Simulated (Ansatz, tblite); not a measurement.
# Sn31H36 off sphere (Sn31H36): which spin state is lowest

Is the singlet the ground state of Sn31H36 off sphere (Sn31H36)? Other spin states are computed and compared level by level.

The runs use Ansatz 0.2.0, Gaussian basis; as each input shows.

The runs, in order: triplet, at the geometry of the singlet (GFN1-xTB, GFN2-xTB, PBE0-D4/def2-SVP, PBE-D4/def2-SVP); the singlet's energies come from earlier runs.

2 further runs of the same task are left out: 1 for a known fault of the program, 1 set aside as unsound or not needed. Runs told in other sessions of the task aren't counted.

## (1) The geometry

The singlet was relaxed beforehand with r2SCAN-D4/def2-SVP.

67 atoms, charge 0, spin multiplicity 1.

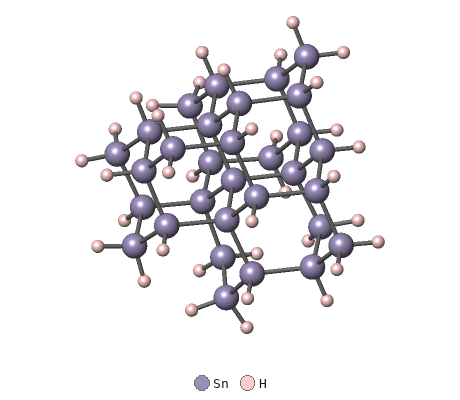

The geometry (tin purple, hydrogen pink).

Sn takes a core potential in the def2 sets. No spin-orbit coupling is included.

## (2) Triplet at the fixed geometry, GFN1-xTB

Tight binding, by tblite at 300 K electronic temperature and without a spin-polarisation term:

```python
tblite.interface.Calculator('GFN1-xTB', numbers, positions, charge=0, uhf=2).singlepoint()
```

Energy -2663.8825 eV; 1.2 s.

## (3) Triplet at the fixed geometry, GFN2-xTB

Tight binding, by tblite at 300 K electronic temperature and without a spin-polarisation term:

```python
tblite.interface.Calculator('GFN2-xTB', numbers, positions, charge=0, uhf=2).singlepoint()
```

Energy -2296.5333 eV; 3.4 s.

## (4) Triplet at the fixed geometry, PBE0-D4/def2-SVP

in.yaml reads:

```yaml
crystal:
  periodic: [false, false, false]
  atoms:
    - {symbol: Sn, position_ang: [-4.988567, -1.582946, 2.046005]}
    - {symbol: Sn, position_ang: [-5.030470, 1.883593, -1.532645]}
    - {symbol: Sn, position_ang: [-1.730295, -4.715662, 1.876890]}
    - {symbol: Sn, position_ang: [1.471593, -4.719875, -1.370155]}
    - {symbol: Sn, position_ang: [-1.701378, 1.778079, -4.636769]}
    - {symbol: Sn, position_ang: [1.486865, -1.434954, -4.611786]}
    - {symbol: Sn, position_ang: [-1.767781, -1.435374, -1.346837]}
    - {symbol: Sn, position_ang: [-1.812290, 1.819046, 1.861098]}
    - {symbol: Sn, position_ang: [1.498681, -1.460926, 1.885900]}
    - {symbol: Sn, position_ang: [1.503336, 1.826224, -1.342620]}
    - {symbol: Sn, position_ang: [-1.688065, -1.379564, 5.134893]}
    - {symbol: Sn, position_ang: [-1.872361, 5.038393, -1.464875]}
    - {symbol: Sn, position_ang: [1.644047, 4.991592, 2.109108]}
    - {symbol: Sn, position_ang: [4.762800, -1.447960, -1.370791]}
    - {symbol: Sn, position_ang: [4.817193, 1.735615, 1.871231]}
    - {symbol: Sn, position_ang: [-3.369795, -3.066580, 0.300011]}
    - {symbol: Sn, position_ang: [-3.356018, 0.189885, -3.011671]}
    - {symbol: Sn, position_ang: [-3.378149, 0.172112, 3.522696]}
    - {symbol: Sn, position_ang: [-3.434799, 3.405192, 0.195654]}
    - {symbol: Sn, position_ang: [-0.124021, -3.051314, -2.969764]}
    - {symbol: Sn, position_ang: [-0.114666, -6.347909, 0.270608]}
    - {symbol: Sn, position_ang: [-0.146063, -3.067453, 3.508858]}
    - {symbol: Sn, position_ang: [3.098160, -3.066835, 0.211958]}
    - {symbol: Sn, position_ang: [-0.097856, 0.169090, -6.274130]}
    - {symbol: Sn, position_ang: [-0.143072, 3.426372, -2.975423]}
    - {symbol: Sn, position_ang: [3.106142, 0.166413, -2.964517]}
    - {symbol: Sn, position_ang: [-0.130797, 0.194621, 0.278640]}
    - {symbol: Sn, position_ang: [-0.325036, 3.560975, 3.490245]}
    - {symbol: Sn, position_ang: [3.266622, 0.038993, 3.473852]}
    - {symbol: Sn, position_ang: [3.128431, 3.385879, 0.351571]}
    - {symbol: Sn, position_ang: [6.428255, 0.152000, 0.217750]}
    - {symbol: H, position_ang: [-5.764161, -2.675925, 3.130163]}
    - {symbol: H, position_ang: [-6.225453, -0.737715, 1.202192]}
    - {symbol: H, position_ang: [-5.842119, 2.950594, -2.615504]}
    - {symbol: H, position_ang: [-6.235550, 0.998227, -0.684225]}
    - {symbol: H, position_ang: [-2.738326, -5.699544, 2.881380]}
    - {symbol: H, position_ang: [2.470880, -5.693714, -2.391870]}
    - {symbol: H, position_ang: [-2.709039, 2.792315, -5.611407]}
    - {symbol: H, position_ang: [2.511124, -2.456881, -5.560079]}
    - {symbol: H, position_ang: [-2.619026, -2.305169, 6.251387]}
    - {symbol: H, position_ang: [-0.640441, -0.368336, 6.055282]}
    - {symbol: H, position_ang: [-2.909329, 5.893149, -2.544150]}
    - {symbol: H, position_ang: [-0.996406, 6.210494, -0.560780]}
    - {symbol: H, position_ang: [0.898023, 6.277151, 1.245046]}
    - {symbol: H, position_ang: [2.728688, 5.704447, 3.244208]}
    - {symbol: H, position_ang: [5.712039, -2.459174, -2.404263]}
    - {symbol: H, position_ang: [5.806774, 2.734092, 2.878142]}
    - {symbol: H, position_ang: [-4.361282, -4.058589, -0.712109]}
    - {symbol: H, position_ang: [-4.308620, -0.842738, -4.020685]}
    - {symbol: H, position_ang: [-4.371926, 1.172755, 4.523046]}
    - {symbol: H, position_ang: [-4.433977, 4.397457, 1.198883]}
    - {symbol: H, position_ang: [-1.148740, -4.023767, -3.969413]}
    - {symbol: H, position_ang: [-1.099852, -7.385137, -0.689507]}
    - {symbol: H, position_ang: [0.882782, -7.352703, 1.252157]}
    - {symbol: H, position_ang: [0.869335, -4.057060, 4.499445]}
    - {symbol: H, position_ang: [4.083474, -4.055904, 1.235193]}
    - {symbol: H, position_ang: [-1.083035, -0.807975, -7.294824]}
    - {symbol: H, position_ang: [0.892346, 1.143750, -7.292158]}
    - {symbol: H, position_ang: [0.868791, 4.422514, -3.963056]}
    - {symbol: H, position_ang: [4.087329, 1.185910, -3.960999]}
    - {symbol: H, position_ang: [0.412293, 2.660334, 4.757682]}
    - {symbol: H, position_ang: [-1.414943, 4.670746, 4.233345]}
    - {symbol: H, position_ang: [2.412218, 0.933617, 4.670583]}
    - {symbol: H, position_ang: [4.295407, -1.065068, 4.306377]}
    - {symbol: H, position_ang: [4.111898, 4.416848, -0.629737]}
    - {symbol: H, position_ang: [7.476025, -0.830315, 1.168939]}
    - {symbol: H, position_ang: [7.419851, 1.142790, -0.782775]}
basis:
  gaussian: {orbitals: def2-SVP, fitting: {mean_field: def2-universal-jkfit}}
magnetization: {spin_polarized: true, initial_magnetization: 2}
hamiltonian: {xc: pbe0, dispersion: d4}
scf: {omitted_lower_state_checks: [starts]}
output: {orbitals: {seedname: orbitals}}
```

The run is started by

```console
$ ansatz run in.yaml --threads 11 --pin off --events-out ev --progress --plain --max-ram 174080MiB --backend cuda --devices 0, --max-vram 75GiB
```

What it wrote:

```text
Functional definition: PBE0
  name "PBE0"
  cite "Adamo & Barone, J. Chem. Phys. 110, 6158 (1999) doi:10.1063/1.478522"
  cite "Perdew, Burke & Ernzerhof, Phys. Rev. Lett. 77, 3865 (1996) doi:10.1103/PhysRevLett.77.3865"
  parent pbe
  parameter a = 0.25
  parameter kappa = 0.804
  parameter beta = 0.06672455060314922
  exchange = (1 - a)*pbe_x(kappa = kappa, mu = beta*pi^2/3) + a*exact_x
  correlation = pbe_c(beta = beta)
these checks for a lower state are left out or cut short: starts
7406 factors; integrals over basis functions are off by at most 3.2e-1 eV
mean field evaluation 1: about -181381.4171 eV, gradient 2.3e1 eV
mean field evaluation 2: about -181379.1490 eV, gradient 2.8e1 eV
mean field evaluation 4: about -181384.5522 eV, gradient 4.6e0 eV
mean field evaluation 8: about -181384.7357 eV, gradient 1.5e0 eV
mean field evaluation 16: about -181384.8396 eV, gradient 2.0e-1 eV
mean field evaluation 32: about -181384.8683 eV, gradient 8.0e-4 eV
mean field -181384.86825555 eV, -6665.7709613120 hartree, gradient 5.7e-6 eV, S^2 2.005435; 0 other end points of the search recorded, 0 dependent functions left out
reference -181384.86837404 eV, -6665.7709656662 hartree; 360, 358 occupied and 626, 628 virtual orbitals, 7406 factors
Total energy: -181390.56257032 eV, -6665.9802235200 hartree
Checks for a lower state left out: starts
```

Run time: 95 s. Hardware: 1 × H100 with 11 threads of AMD EPYC 7R13, shared host; peak host memory 2 GiB.

Report: HOMO -3.24 eV, LUMO -5.54 eV (over both spins; with the spin held, an empty level of the minority spin lies below the top filled one); ⟨S²⟩ 2.005 (pure: 2.00).

## (5) Triplet at the fixed geometry, PBE-D4/def2-SVP

start.molden holds the orbitals of an earlier run on this state, given as this run's starting guess.

in.yaml: that of step 4 with these lines changed.

```diff
@@ -71,5 +71,5 @@
 basis:
-  gaussian: {orbitals: def2-SVP, fitting: {mean_field: def2-universal-jkfit}}
+  gaussian: {orbitals: def2-SVP, fitting: {mean_field: def2-universal-jkfit}, initial_orbitals: start.molden}
 magnetization: {spin_polarized: true, initial_magnetization: 2}
-hamiltonian: {xc: pbe0, dispersion: d4}
+hamiltonian: {xc: pbe, dispersion: d4}
 scf: {omitted_lower_state_checks: [starts]}
```

Launched as before.

What it wrote:

```text
Functional definition: PBE
  name "PBE"
  cite "Perdew, Burke & Ernzerhof, Phys. Rev. Lett. 77, 3865 (1996) doi:10.1103/PhysRevLett.77.3865"
  parent pbe
  parameter kappa = 0.804
  parameter beta = 0.06672455060314922
  exchange = pbe_x(kappa = kappa, mu = beta*pi^2/3)
  correlation = pbe_c(beta = beta)
these checks for a lower state are left out or cut short: starts
7406 factors; integrals over basis functions are off by at most 3.2e-1 eV
mean field evaluation 1: about -181373.8349 eV, gradient 1.1e1 eV
mean field evaluation 2: about -181374.8698 eV, gradient 8.7e-1 eV
mean field evaluation 4: about -181374.9174 eV, gradient 2.5e-1 eV
mean field evaluation 8: about -181374.9312 eV, gradient 2.3e-2 eV
mean field evaluation 16: about -181374.9315 eV, gradient 1.8e-4 eV
mean field -181374.93152421 eV, -6665.4057931704 hartree, gradient 3.0e-6 eV, S^2 2.001176; 0 other end points of the search recorded, 0 dependent functions left out
reference -181374.93168258 eV, -6665.4057989907 hartree; 360, 358 occupied and 626, 628 virtual orbitals, 7406 factors
Total energy: -181380.99737342 eV, -6665.6287090174 hartree
Checks for a lower state left out: starts
```

It took 26 s on 1 × H100 with 11 threads of AMD EPYC 7R13, shared host; peak host memory 2 GiB.

HOMO -3.02 eV, LUMO -5.65 eV (over both spins; with the spin held, an empty level of the minority spin lies below the top filled one); ⟨S²⟩ 2.001 (pure: 2.00).

## (6) Triplet less singlet, vertical

The singlet's energies are those of its earlier runs, whose logs aren't repeated here.

| level | triplet less singlet, vertical (eV) | time |
| --- | --- | --- |
| GFN1-xTB | +1.164 | 2.1 s |
| GFN2-xTB | +0.728 | 6.7 s |
| PBE-D4/def2-SVP | +2.668 | 38 s |
| PBE0-D4/def2-SVP | +3.302 | 2 min |

Times add the two runs; a level without a time comes out of a correlated run. Tight binding without a spin term can't rank spin states.

## (7) Outcome

| quantity | value |
| --- | --- |
| triplet less singlet, vertical, functionals in def2-SVP | +2.668 (PBE-D4) to +3.302 eV (PBE0-D4) |

All functionals put the triplet above the singlet, over a spread of 0.634 eV. The checks for a lower triplet were left out, so another state of that spin may lie lower. These are electronic energies, without zero-point motion, entropy or surroundings.
